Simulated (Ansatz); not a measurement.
Consider C$_{4}$H$_{10}$GeS.

Input

```
basis:
  gaussian: {orbitals: def2-SVPD}
crystal:
  periodic: [false, false, false]
  atoms:
    - {symbol: C, position_ang: [-0.477657, 0.552268, -0.077792]}
    - {symbol: C, position_ang: [-0.487150, 1.531577, 1.122748]}
    - {symbol: C, position_ang: [-0.300210, 2.691914, 0.110639]}
    - {symbol: C, position_ang: [-0.812218, 1.747363, -1.017230]}
    - {symbol: Ge, position_ang: [-0.007042, 1.803011, -2.816411]}
    - {symbol: S, position_ang: [-1.492532, -0.956139, -0.089677]}
    - {symbol: H, position_ang: [-2.677565, -0.323395, 0.147674]}
    - {symbol: H, position_ang: [0.552616, 0.179215, -0.263660]}
    - {symbol: H, position_ang: [-1.489048, 1.561406, 1.597855]}
    - {symbol: H, position_ang: [0.276134, 1.381848, 1.912380]}
    - {symbol: H, position_ang: [0.769712, 2.956333, -0.018386]}
    - {symbol: H, position_ang: [-0.871931, 3.624489, 0.284610]}
    - {symbol: H, position_ang: [-1.914841, 1.836358, -1.117654]}
    - {symbol: H, position_ang: [-0.285912, 3.169312, -3.500602]}
    - {symbol: H, position_ang: [-0.564059, 0.666245, -3.712477]}
    - {symbol: H, position_ang: [1.530032, 1.624153, -2.663991]}
hamiltonian: {xc: pbe0}
output: {forces: true, orbitals: {seedname: orbitals}}
```

Run with:

```sh
ansatz run input.yaml --threads 2 --pin off --max-ram 5220MiB --events-out events.jsonl --progress --plain --runs-dir runs
```

Geometry: PBE-D3(BJ)/def2-SVP.

Method: isolated molecule in a Gaussian basis; Kohn-Sham density functional theory, functional PBE0 in Ansatz.

Q: What can the converged electron density and electron localisation function tell about the bonding?

A: C–Ge (1.97 Å): ρ is about 0.86 e/Å³ halfway; the ELF peaks at about 0.95 in the valence shell of C, 0.7 Å from its nucleus, and is about 0.70 at the midpoint.
C–H (1.11 Å): ρ at the midpoint is about 1.9 e/Å³; the ELF climbs to about 1 towards the hydrogen, as it does in any bond to H (a covalent bond by its length).
Ge–H (1.55 Å): ρ is about 0.99 e/Å³ halfway; the ELF climbs to about 1 towards the hydrogen.

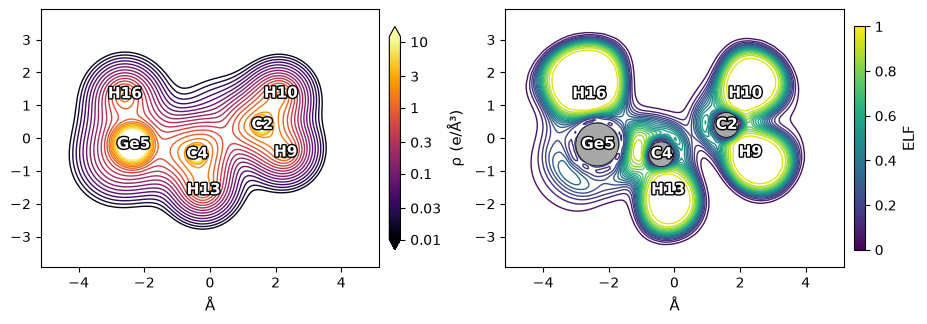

Computed electron density and electron localisation function on the plane of atoms Ge5, C4 and H13, in this order. Grey discs cover the atomic cores in the ELF map. 
